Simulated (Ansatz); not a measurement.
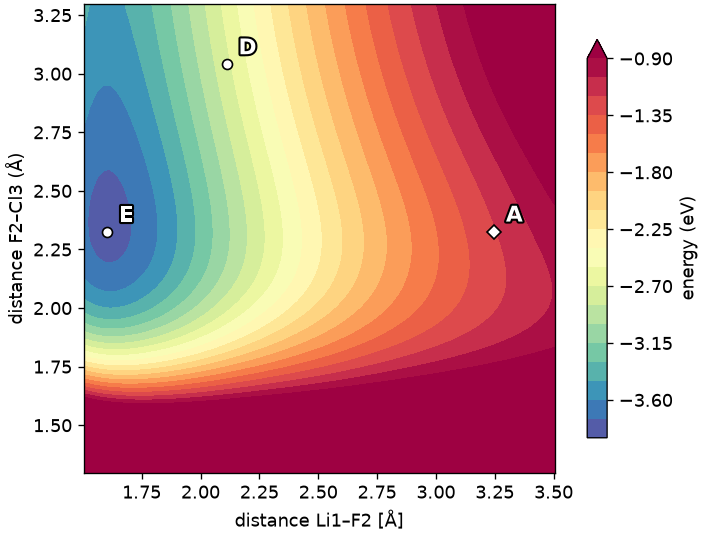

The system Li + FCl, spin multiplicity 2. Coordinates scanned: (1) distance Li1–F2; (2) distance F2–Cl3. Nothing is relaxed (the angle Li1–F2–Cl3 is fixed at 180 degrees). Grid: 11 × 11 points. All energies are given in eV relative to Li far from the relaxed FCl (each part in its own basis). Level of theory: Ansatz 0.2.0, UKS PBE-D4/def2-SVPD.

Drawn: filled contours, one colour for all values above the top of the scale, lettered points. Between grid points the surface is interpolated.

> Is E the lowest point of the computed grid?

Yes. E, at distance Li1–F2 = 1.604 Å, distance F2–Cl3 = 2.326 Å, has the lowest energy of the grid.

> What kind of point is each of A, D, E: minimum, saddle, maximum or slope?

A: on a slope; D: on a slope; E: minimum. (In these two coordinates alone; a stationary point may lie a little off the grid point.)

> Rank the lettered points by energy, lowest first.

E (−3.80 eV), D (−2.74 eV), A (−1.21 eV).
